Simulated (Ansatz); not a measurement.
# CH4BF: the cost of one run

All numbers are computed with Ansatz 0.2.0, driven from Python. Level of theory: PBE/def2-SVPD.

## 1. The structure

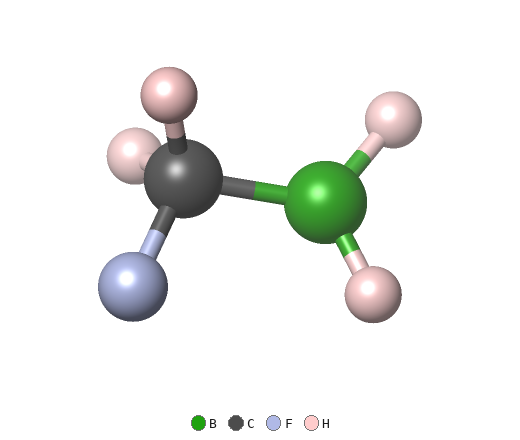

The structure that the script starts from, seen from a chosen angle (boron green, carbon dark grey, fluorine light blue, hydrogen pink).

The script holds or builds the structure itself.

## 2. The code

ch4bf.py reads:

```python
import ansatz as az

BASIS = "def2-SVPD"
FUNCTIONAL = "pbe"

FIRST = [
    ("B", (-0.7017, 0.0983, -0.5046)),
    ("C", (0.5424, -0.0447, 0.3784)),
    ("F", (0.5606, -1.331, 0.8568)),
    ("H", (-1.4265, -0.7449, -0.6792)),
    ("H", (-0.9664, 1.178, -1.046)),
    ("H", (0.5148, 0.6899, 1.2248)),
    ("H", (1.4765, 0.1544, -0.2305)),
]
SECOND = [
    ("B", (1.1203, -5.432, -1.7605)),
    ("C", (0.2525, -4.8281, -0.6514)),
    ("F", (0.9442, -3.7683, -0.1201)),
    ("H", (2.1347, -5.0262, -2.0311)),
    ("H", (0.7333, -6.4227, -2.391)),
    ("H", (0.0322, -5.591, 0.1399)),
    ("H", (-0.7331, -4.4704, -1.08)),
]

def energy(atoms, ghosts=()):
    molecule = az.Crystal.molecule()
    for symbol, xyz in atoms:
        molecule = molecule.atom(symbol, xyz)
    calc = (
        molecule.calculation()
        .basis(gaussian=BASIS)
        .functional(FUNCTIONAL)
    )
    deck = calc.input()
    if ghosts:
        deck = deck.set(az.key.basis.gaussian.ghost_atoms, [{"symbol": s, "position_ang": list(xyz)} for s, xyz in ghosts])
    return az.Session.from_dict(deck).plan().execute().report["free_energy_ev"]

both = energy(FIRST + SECOND)
alone = energy(FIRST) + energy(SECOND)
ghosted = energy(FIRST, SECOND) + energy(SECOND, FIRST)
print(f"dimer {both:.6f} eV")
print(f"interaction, uncorrected   {23.060548 * (both - alone):8.3f} kcal/mol")
print(f"interaction, counterpoise  {23.060548 * (both - ghosted):8.3f} kcal/mol")
print(f"basis-set superposition    {23.060548 * (alone - ghosted):8.3f} kcal/mol")
```

## 3. What the engine is handed

The package turns the script's settings into the engine's input (first run):

```yaml
crystal:
  periodic: [false, false, false]
  atoms:
    - { symbol: B, position_ang: [-0.7017, 0.0983, -0.5046] }
    - { symbol: C, position_ang: [0.5424, -0.0447, 0.3784] }
    - { symbol: F, position_ang: [0.5606, -1.331, 0.8568] }
    - { symbol: H, position_ang: [-1.4265, -0.7449, -0.6792] }
    - { symbol: H, position_ang: [-0.9664, 1.178, -1.046] }
    - { symbol: H, position_ang: [0.5148, 0.6899, 1.2248] }
    - { symbol: H, position_ang: [1.4765, 0.1544, -0.2305] }
    - { symbol: B, position_ang: [1.1203, -5.432, -1.7605] }
    - { symbol: C, position_ang: [0.2525, -4.8281, -0.6514] }
    - { symbol: F, position_ang: [0.9442, -3.7683, -0.1201] }
    - { symbol: H, position_ang: [2.1347, -5.0262, -2.0311] }
    - { symbol: H, position_ang: [0.7333, -6.4227, -2.391] }
    - { symbol: H, position_ang: [0.0322, -5.591, 0.1399] }
    - { symbol: H, position_ang: [-0.7331, -4.4704, -1.08] }
basis:
  gaussian:
    orbitals: def2-SVPD
hamiltonian:
  xc: pbe
```

## 4. Launch

Launch:

```sh
$ python ch4bf.py
```

**Question.** How long does this script take on 1 thread of Arm Neoverse V2, shared host, and how much memory does it need?

About 19 s, with a peak of 0.28 GiB.
